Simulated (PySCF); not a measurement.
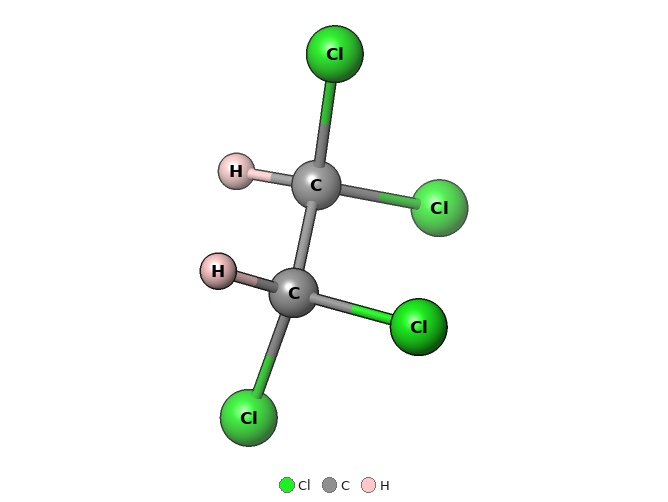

Orthographic view. Distant atoms are faded towards the background colour. The computed structure is the end point of a PBE0-D3(BJ)/def2-SVP optimisation. No frequency run is at hand to confirm it as a minimum.

### Write the InChI string.

InChI=1S/C2H2Cl4/c3-1(4)2(5)6/h1-2H
